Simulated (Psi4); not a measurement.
# [BH2F2]− (SMILES F[BH2-]F): a chain of runs

Aim: a geometry optimisation (CAM-B3LYP-D3(BJ)/cc-pVDZ), then vibrational wavenumbers, then the energy (SCS-MP2/aug-cc-pVDZ) of [BH2F2]−. 

The results are computed with Psi4 1.11.

## Step 1: The structure to begin with

[BH2F2]−: 5 atoms, total charge -1, spin state singlet. As SMILES, `F[BH2-]F`. Geometry: relaxed at GFN2-xTB. The run starts from this shape.

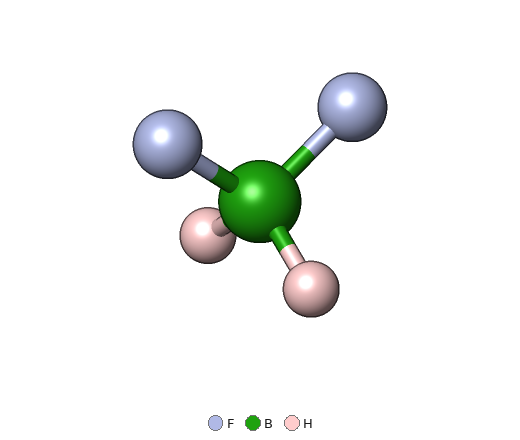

The structure, seen from a chosen angle (fluorine light blue, boron green, hydrogen pink).

## Step 2: A geometry optimisation at CAM-B3LYP-D3(BJ)/cc-pVDZ (density fitting) (run 1)

input.dat reads:

```
memory 1600 MB

molecule m {
  -1 1
  F
  B 1 r2
  F 2 r3 1 a3
  H 2 r4 3 a4 1 d4
  H 2 r5 4 a5 1 d5

  r2 = 1.425008
  r3 = 1.424923
  a3 = 107.42003
  r4 = 1.225472
  a4 = 109.02024
  d4 = -117.97896
  r5 = 1.22496
  a5 = 113.00632
  d5 = -121.49617
  units angstrom
}

set basis cc-pVDZ
set geom_maxiter 60

E, wfn = opt('cam-b3lyp-d3bj', return_wfn=True)
```

On the command line:

```bash
$ psi4 -i input.dat -o output.dat -n 1
```

output.dat:

```text
[...]
  Running in c1 symmetry.
[...]
  Nuclear repulsion =   65.473355401322067
[...]
  Multiplicity = 1
[...]
  Nalpha       = 13
  Nbeta        = 13
[...]
    Number of basis functions: 52
[...]
   @DF-RKS iter   1:  -225.69764980505147   -7.06749e-01   9.97261e-03 ADIIS/DIIS
[...]
   @DF-RKS iter   6:  -225.80508087746520   -2.64322e-12   6.28582e-09 DIIS
[...]
  @DF-RKS Final Energy:  -225.80508087746520
   => Energetics <=
    Nuclear Repulsion Energy =             64.6726543786866159
    One-Electron Energy =                -449.1912047695699357
    Two-Electron Energy =                 177.8863186151669993
    DFT Exchange-Correlation Energy =     -19.1718622741838516
    Empirical Dispersion Energy =          -0.0009868275650072
    VV10 Nonlocal Energy =                  0.0000000000000000
    Total Energy =                       -225.8050808774652012
[...]
 Multipole Moments:
 ------------------------------------------------------------------------------------
     Multipole            Electronic (a.u.)      Nuclear  (a.u.)        Total (a.u.)
 ------------------------------------------------------------------------------------
 L = 1.  Multiply by 2.5417464519 to convert [e a0] to [Debye]
 Dipole X            :          0.0001742           -0.0000912            0.0000830
 Dipole Y            :         -2.4622670            1.9118294           -0.5504376
 Dipole Z            :         -1.7803324            1.3823359           -0.3979965
 Magnitude           :                                                    0.6792516
[...]
  -Total Gradient:
     Atom            X                  Y                   Z
    ------   -----------------  -----------------  -----------------
       1       -0.000003559762    -0.000109959629    -0.000084709596
       2        0.000014622869    -0.000074945808    -0.000055874825
       3       -0.000003532169    -0.000115169521    -0.000077362093
       4       -0.000009809997    -0.000098807848    -0.000070930218
       5        0.000002212549    -0.000099120116    -0.000071194642
[...]
    Final optimized geometry and variables:
    Molecular point group: c1
    Full point group: C1
    Geometry (in Angstrom), charge = -1, multiplicity = 1:
    F
    B             1          r2
    F             2          r3      1          a3
    H             2          r4      3          a4      1          d4
    H             2          r5      4          a5      1          d5
    a3        =  108.2632728032
    a4        =  109.5138670461
    a5        =  110.4908767223
    d4        = -119.3503672007
    d5        = -120.7118612980
[...]
```

Standard output:

```text
Optimizer: Optimization complete!
```

It took 24 s on 1 thread of Intel Xeon Platinum 8259CL at 2.50GHz (Skylake/Cascade Lake), shared host; peak memory 0.43 GiB.

Step by step:

| step | energy from the first frame kept (eV) | largest force (eV/Å) |
| --- | --- | --- |
| 0 | 0.0000 | 0.7584 |
| 1 | -0.0361 | 0.2297 |
| 2 | -0.0373 | 0.1236 |
| 3 | -0.0377 | 0.0202 |
| 4 | -0.0377 | 0.0071 |

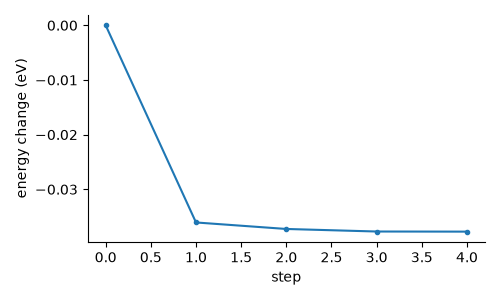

Energy along the run.

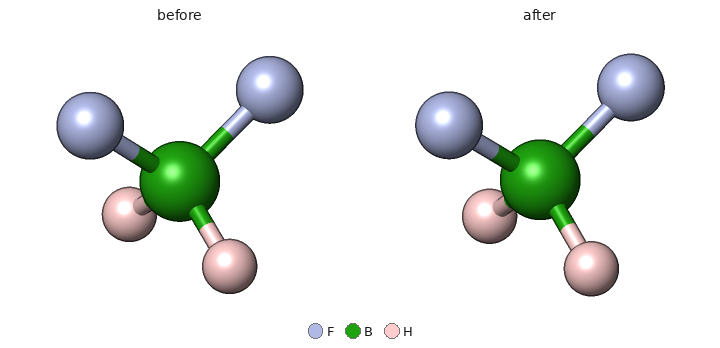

Before and after, at one scale.

After the run. Bond lengths: F1–B2 1.436 Å, B2–F3 1.436 Å, B2–H4 1.262 Å, B2–H5 1.263 Å. Angles: F1–B2–F3 108.3°, F1–B2–H4 109.5°, F1–B2–H5 109.5°, F3–B2–H4 109.5°, F3–B2–H5 109.5°, H4–B2–H5 110.5°.

## Step 3: The harmonic vibrations at CAM-B3LYP-D3(BJ)/cc-pVDZ (density fitting) (run 2)

job.dat reads:

```
memory 1600 mb

molecule geom {
  -1 1
  F     -1.190867     0.631420     0.388227
  B      0.028793     0.016572    -0.054367
  F      0.422727    -0.957269     0.924384
  H     -0.165184    -0.554720    -1.163358
  H      0.929233     0.895040    -0.161283
}

set {
  basis cc-pVDZ
  reference rks
  t 600.0
  rotational_symmetry_number 2
}

energy_value, wavefunction = freq('cam-b3lyp-d3bj', return_wfn=True)
```

On the command line:

```bash
$ psi4 job.dat job.out -n 1
```

job.out:

```text
[...]
  Running in c1 symmetry.
[...]
  Nuclear repulsion =   64.672648226570686
[...]
  Multiplicity = 1
[...]
  Nalpha       = 13
  Nbeta        = 13
[...]
    Number of basis functions: 52
[...]
   @DF-RKS iter   1:  -225.70154960114164   -7.46825e-01   9.89308e-03 ADIIS/DIIS
[...]
   @DF-RKS iter   9:  -225.80507975516241   -6.62226e-12   8.74557e-09 DIIS
[...]
    Orbital Energies [Eh]
    ---------------------
    Doubly Occupied:
       1A    -24.473310     2A    -24.473295     3A     -6.620187
       4A     -0.987611     5A     -0.959760     6A     -0.360335
       7A     -0.276142     8A     -0.265909     9A     -0.262877
      10A     -0.197883    11A     -0.181431    12A     -0.163758
      13A     -0.084035
[...]
  @DF-RKS Final Energy:  -225.80507975516241
   => Energetics <=
    Nuclear Repulsion Energy =             64.6769837060601844
    One-Electron Energy =                -449.2009095990762262
    Two-Electron Energy =                 177.8920058220448652
    DFT Exchange-Correlation Energy =     -19.1721730243394184
    Empirical Dispersion Energy =          -0.0009866598518062
    VV10 Nonlocal Energy =                  0.0000000000000000
    Total Energy =                       -225.8050797551624100
[...]
  -Total Gradient:
     Atom            X                  Y                   Z
    ------   -----------------  -----------------  -----------------
       1       -0.000075850420    -0.000084559148     0.000069227640
       2       -0.000092234442    -0.000147639296    -0.000165263154
       3       -0.000131172110    -0.000091222454     0.000035199383
       4        0.000043411484     0.000207263606     0.000608576147
       5       -0.000040996383    -0.000008664791    -0.000024235804
[...]
  ==> Harmonic Vibrational Analysis <==
[...]
  Freq [cm^-1]                 452.3024            931.6925            940.9054
[...]
  IR activ [km/mol]             0.0413             64.5653             53.5268
[...]
  Freq [cm^-1]                 978.7968            996.7536           1183.4999
[...]
  IR activ [km/mol]             0.0000             118.8653            141.7409
[...]
  Freq [cm^-1]                1272.5722           2166.8899           2219.8806
[...]
  IR activ [km/mol]            310.5590            824.5945            349.0659
[...]
  Total E_0, Enthalpy at 0 [K]                                                         -225.77969459 [Eh]
[...]
  Total H, Enthalpy at  600.00 [K]                                                     -225.76837387 [Eh]
[...]
  Total G, Gibbs energy at  600.00 [K]                                                 -225.83508868 [Eh]
[...]
```

On the terminal:

```text
Warning: used thermodynamics relations inappropriate for low-frequency modes: ['452.3024']
```

It took 1.9 min on 1 thread of Intel Xeon Platinum 8259CL at 2.50GHz (Skylake/Cascade Lake), shared host; peak memory 0.41 GiB.

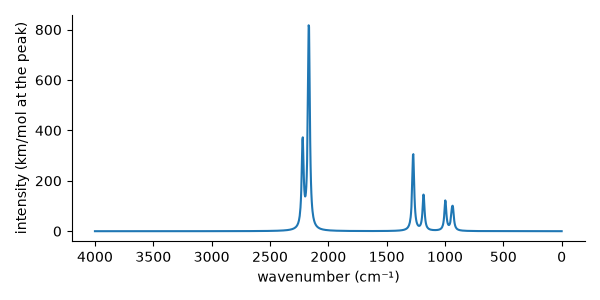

Harmonic infrared spectrum, unscaled, lines broadened by 10 cm⁻¹.

## Step 4: The energy at SCS-MP2/aug-cc-pVDZ (density fitting) (run 3)

calc.inp reads:

```
memory 1.6 GB

molecule system {
  -1 1
  F     -2.25041248     1.19321087     0.73364270
  B      0.05441088     0.03131654    -0.10273874
  F      0.79883826    -1.80897624     1.74683259
  H     -0.31215252    -1.04826888    -2.19842800
  H      1.75599588     1.69138047    -0.30478070
  units au
  symmetry c1
}

set globals {
  basis       aug-cc-pVDZ
  freeze_core true
}

E, wfn = energy("scs-mp2", return_wfn=True)
```

On the command line:

```bash
$ psi4 -i calc.inp -o calc.out -n 1
```

calc.out:

```text
[...]
  Running in c1 symmetry.
[...]
  Nuclear repulsion =   64.672648267157925
[...]
  Multiplicity = 1
[...]
  Nalpha       = 13
  Nbeta        = 13
[...]
    Number of basis functions: 87
[...]
   @RHF iter   1:  -224.78771234425130   -1.08844e+00   5.01983e-03 DIIS/ADIIS
[...]
   @RHF iter  10:  -224.86266743033249   -2.70006e-12   2.67029e-09 DIIS
[...]
    Orbital Energies [Eh]
    ---------------------
    Doubly Occupied:
       1A    -26.033263     2A    -26.033256     3A     -7.423371
       4A     -1.337252     5A     -1.308227     6A     -0.537945
       7A     -0.444219     8A     -0.435569     9A     -0.433536
      10A     -0.382072    11A     -0.357952    12A     -0.291638
      13A     -0.185591
[...]
  @RHF Final Energy:  -224.86266743033249
   => Energetics <=
    Nuclear Repulsion Energy =             64.6726482671579248
    One-Electron Energy =                -448.6628511217962796
    Two-Electron Energy =                 159.1275354243058757
    Total Energy =                       -224.8626674303324933
[...]
 Multipole Moments:
 ------------------------------------------------------------------------------------
     Multipole            Electronic (a.u.)      Nuclear  (a.u.)        Total (a.u.)
 ------------------------------------------------------------------------------------
 L = 1.  Multiply by 2.5417464519 to convert [e a0] to [Debye]
 Dipole X            :         -1.4127066            1.1578761           -0.2548305
 Dipole Y            :         -0.6142538            0.5034311           -0.1108227
 Dipole Z            :          2.4314616           -1.9929433            0.4385183
 Magnitude           :                                                    0.5191518
[...]
	SCS-MP2 Total Energy (a.u.)        :  -225.38061421168749
	SOS-MP2 Total Energy (a.u.)        :  -225.33470175645209
	SCSN-MP2 Total Energy (a.u.)       :  -225.10508519397550
[...]
	SOS-PI-MP2 Total Energy (a.u.)     :  -225.41337414413869
[...]
	MP2 Total Energy (a.u.)            :  -225.39376673447177
[...]
```

Wall time 6.3 s (1 thread of Intel Xeon Platinum 8259CL at 2.50GHz (Skylake/Cascade Lake), shared host); peak memory 0.42 GiB.

## Step 5: Results

| quantity | value |
| --- | --- |
| run 1, CAM-B3LYP-D3(BJ)/cc-pVDZ: total energy at the end | -225.80508 Eh |
| run 1, CAM-B3LYP-D3(BJ)/cc-pVDZ: HOMO energy | -2.29 eV |
| run 1, CAM-B3LYP-D3(BJ)/cc-pVDZ: LUMO energy | 10.70 eV |
| run 1, CAM-B3LYP-D3(BJ)/cc-pVDZ: HOMO–LUMO gap (to an unbound level, set by the basis) | 12.99 eV |
| run 1, CAM-B3LYP-D3(BJ)/cc-pVDZ: dispersion energy | -2.59 kJ/mol |
| run 2, CAM-B3LYP-D3(BJ)/cc-pVDZ: lowest harmonic wavenumber | 452 cm⁻¹ |
| run 2, CAM-B3LYP-D3(BJ)/cc-pVDZ: highest harmonic wavenumber | 2220 cm⁻¹ |
| run 2, CAM-B3LYP-D3(BJ)/cc-pVDZ: zero-point energy | 66.7 kJ/mol |
| run 2, CAM-B3LYP-D3(BJ)/cc-pVDZ: ideal-gas entropy at 600 K (symmetry number 2 as used) | 69.8 cal/(mol K) |
| run 3, SCS-MP2/aug-cc-pVDZ: total energy | -225.38061 Eh |
| run 3, SCS-MP2/aug-cc-pVDZ: HOMO energy (Hartree–Fock orbitals) | -5.05 eV |
| run 3, SCS-MP2/aug-cc-pVDZ: LUMO energy (Hartree–Fock orbitals) | 4.68 eV |
| run 3, SCS-MP2/aug-cc-pVDZ: HOMO–LUMO gap (to an unbound level, set by the basis) | 9.73 eV |
| run 3, SCS-MP2/aug-cc-pVDZ: correlation energy (3 core orbitals frozen) | -517.9 mEh |

The optimisation (run 1, CAM-B3LYP-D3(BJ)/cc-pVDZ) took 5 steps and changed the energy by -0.038 eV. All 9 modes (run 2, CAM-B3LYP-D3(BJ)/cc-pVDZ) are real, so the shape is a minimum at this level.
